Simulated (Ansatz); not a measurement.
A series of calculations on CH₈AlN

## 1. Relaxation

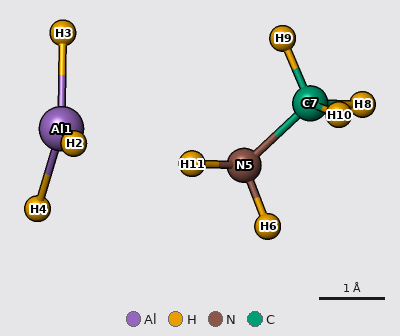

CH₈AlN, before the relaxation. A ball-and-stick model, seen at a tilt.

The run prepares an end point of a later path (reaction) calculation, from a guessed geometry.

Theory: Ansatz, RKS PBE0/6-31G*.

The input:
```yaml
crystal:
  periodic: [false, false, false]
  atoms:
    - { symbol: Al, position_ang: [-0.016508, 0.444574, -0.345373] }
    - { symbol: H, position_ang: [-0.48532, 0.470992, 1.158116] }
    - { symbol: H, position_ang: [1.507396, 0.754237, -0.698458] }
    - { symbol: H, position_ang: [-1.103854, 0.267844, -1.498281] }
    - { symbol: "N", position_ang: [-0.045343, -2.183338, 1.295657] }
    - { symbol: H, position_ang: [-0.849632, -2.801678, 1.252978] }
    - { symbol: C, position_ang: [1.051945, -2.800004, 2.026334] }
    - { symbol: H, position_ang: [1.387311, -3.695289, 1.493083] }
    - { symbol: H, position_ang: [1.896491, -2.105111, 2.062025] }
    - { symbol: H, position_ang: [0.807458, -3.09148, 3.060245] }
    - { symbol: H, position_ang: [-0.355044, -1.302847, 1.749674] }
basis:
  gaussian: { orbitals: "6-31G*" }
hamiltonian:
  xc: pbe0
relax:
  f_tol: 0.03
  max_steps: 50
```

Command:
```bash
ansatz run input.yaml --threads 1 --pin off --max-ram 2048MiB --backend cpu --events-out ev --progress --plain --runs-dir out
```

Where does the relaxation end?

Over 17 geometry steps the energy falls by 118.5 kJ/mol. The largest force component goes from 1.1 to 0.023 eV/Å. H3 moves most after the best rigid fit: 1.42 Å. By element the largest moves are H 1.42 Å, Al 0.77 Å, C 0.45 Å, N 0.36 Å. Among the contacts that change: Al1–C7 4.159 → 2.975 Å, Al1–N5 3.098 → 2.062 Å, Al1–H2 1.575 → 1.613 Å, N5–C7 1.455 → 1.474 Å. New bonds form, among them: Al1–N5 (3.10 → 2.06 Å). Among the angles between lasting bonds that change: H3–Al1–H4 120.9° → 117.5°, N5–C7–H10 114.6° → 112.3°, H2–Al1–H3 119.5° → 117.5°.

Step by step:

```csv
step,"E − E(0), kJ/mol","largest force component, eV/Å"
0,0.00,1.0929
1,-24.89,0.9418
2,-47.32,1.1546
3,-73.82,0.8065
4,-92.71,0.7641
5,-104.36,0.5085
6,-111.55,0.2380
7,-113.99,0.3144
8,-114.80,0.3605
9,-115.36,0.1975
10,-115.89,0.0850
11,-116.42,0.2243
12,-116.49,0.2208
13,-118.08,0.0441
14,-118.18,0.0405
15,-118.35,0.0384
16,-118.41,0.0619
17,-118.48,0.0231
```

The structure at the end:

```xyz
11

Al    0.1509   -0.1642    0.0896
H     0.4924    0.8162    1.3235
H     1.3799   -0.6587   -0.8287
H    -1.2868    0.0080   -0.6192
N    -0.2027   -1.9032    1.1399
H    -0.4980   -2.6202    0.4782
C     0.9621   -2.3692    1.9140
H     1.7881   -2.5467    1.2222
H     1.2577   -1.5763    2.6043
H     0.7490   -3.2852    2.4749
H    -0.9977   -1.7424    1.7574
```

After the run, drawn alike:

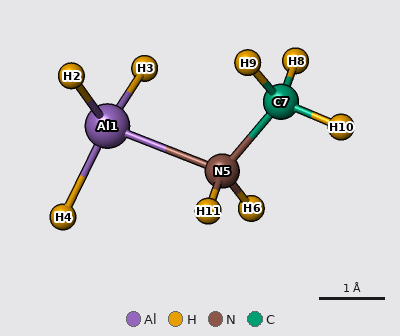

## 2. Relaxation

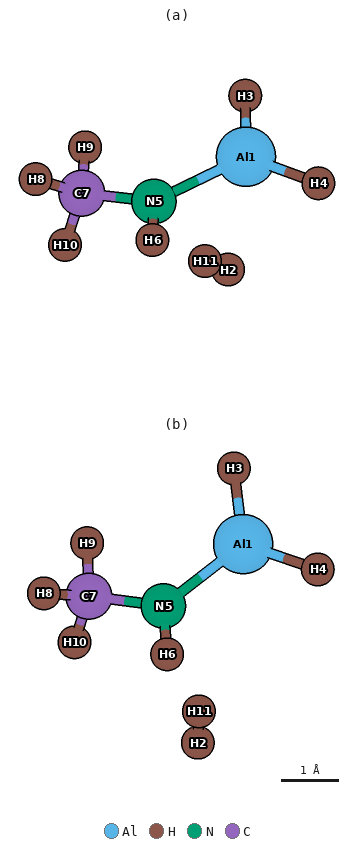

The structure of CH₈AlN before (top) and after (bottom) a relaxation, at one scale.

The picture is a ball-and-stick view, seen from a free direction.

The run prepares an end point of a later path (reaction) calculation, from a guessed geometry.

Method: RKS PBE0/6-31G* in Ansatz. (no spin polarisation; force threshold 0.03 eV/Å; at most 50 steps)

Question: What changed between the two?

Answer: The energy falls by 5.41 kcal/mol in 18 accepted moves (20 points after the start). The largest force component goes from 1.6 to 0.02 eV/Å. The line search rejected the trial steps at points 12, 19 of the run. The forces were under the threshold at step 14, but the run went on from there. H2 moves most after the best rigid fit: 1.26 Å. Largest moves by element: H 1.26 Å, Al 0.45 Å, N 0.23 Å, C 0.17 Å. Near-neighbour distances that change, for instance: Al1–N5 1.864 → 1.782 Å, H2–H11 0.711 → 0.746 Å, N5–C7 1.445 → 1.450 Å, Al1–H3 1.587 → 1.592 Å.

Limits of the set-up: the start holds two separate molecules, 2.3 Å apart at their closest, whose relative position is a soft coordinate and is computed without a dispersion correction.

## 3. Path

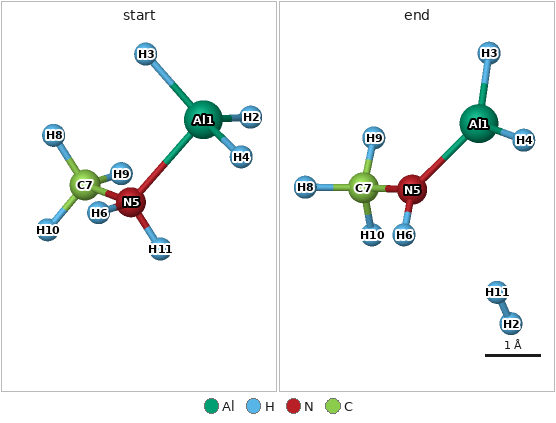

The two relaxed end points of a path for CH₈AlN. The picture is a ball-and-stick view, seen from a free direction.

These are results of Ansatz, RKS PBE0/6-31G*, not measurements.

Run with 7 movable images; climbing image; force threshold 0.05 eV/Å; iteration limit 60.

Start:
```xyz
11

Al    0.0905   -0.2016    0.0548
H     0.4435    0.8269    1.2456
H     1.3039   -0.6963   -0.8839
H    -1.3713   -0.0873   -0.6155
N    -0.1886   -1.9131    1.1706
H    -0.4852   -2.6583    0.5416
C     1.0098   -2.3252    1.9238
H     1.8192   -2.5055    1.2134
H     1.3057   -1.5032    2.5790
H     0.8362   -3.2272    2.5201
H    -0.9688   -1.7511    1.8064
```

End:
```xyz
11

Al    0.2705   -0.8007   -0.6675
H    -1.1052   -0.0222    3.2861
H     1.7067   -0.1740   -0.9475
H    -1.0494   -0.4996   -1.5041
N     0.1233   -1.9331    0.7000
H    -0.7748   -2.3582    0.9003
C     1.1577   -2.3939    1.6049
H     1.3076   -3.4812    1.5476
H     2.1097   -1.9183    1.3469
H     0.9375   -2.1405    2.6519
H    -0.8886   -0.3204    2.6373
```

What barrier does the band find between them, and by what path?

Answer. The highest point, image 4, lies 36.4 kcal/mol above the start and 19.0 kcal/mol above the end; the end is at +17.3 kcal/mol relative to the start. Breaking: Al1–H2 (1.61 → 1.84 at the top → 4.26 Å), N5–H11 (1.02 → 1.46 at the top → 2.72 Å). Forming: H2–H11 (2.99 → 0.97 at the top → 0.75 Å). The band converged in 13 iterations, with a climbing image at the top. At the top, the vibrational analysis gives one imaginary mode (1249i cm⁻¹), as a transition state must have.

Energies of the converged images:

```json
{"image": "0", "path (Å)": "0.00", "E (kcal/mol)": "0.0"}
{"image": "1", "path (Å)": "0.86", "E (kcal/mol)": "0.4"}
{"image": "2", "path (Å)": "1.72", "E (kcal/mol)": "1.0"}
{"image": "3", "path (Å)": "2.58", "E (kcal/mol)": "5.4"}
{"image": "4", "path (Å)": "3.44", "E (kcal/mol)": "36.4"}
{"image": "5", "path (Å)": "4.41", "E (kcal/mol)": "20.4"}
{"image": "6", "path (Å)": "5.38", "E (kcal/mol)": "17.8"}
{"image": "7", "path (Å)": "6.34", "E (kcal/mol)": "17.5"}
{"image": "8", "path (Å)": "7.31", "E (kcal/mol)": "17.3"}
```

The geometry at the top of the path:

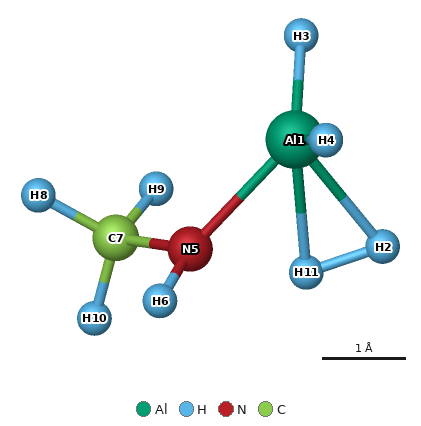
